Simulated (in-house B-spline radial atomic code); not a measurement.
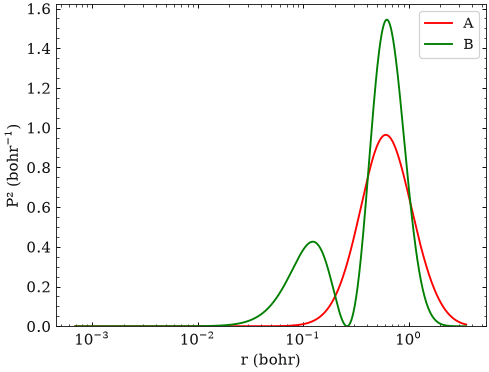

The copper ion Cu⁺ in the configuration [Ar] 3d10. Method: scalar-relativistic (spin-free one-electron X2C) PBE0, spin-polarised, spherical fractional occupations, Fermi nucleus, basis-set limit; computed with an in-house B-spline radial code. Radial functions and radii carry no picture-change correction.

The plot shows the radial probability densities P² of 3p and 3d.

Q: Which curve belongs to which orbital?

Answer: A is 3d; B is 3p. 3p: outer maximum at 0.621 bohr, ⟨r⟩ = 0.751 bohr, 1 node, eigenvalue −85.8 eV; 3d: outer maximum at 0.607 bohr, ⟨r⟩ = 1.00 bohr, 0 nodes, eigenvalue −15.8 eV.
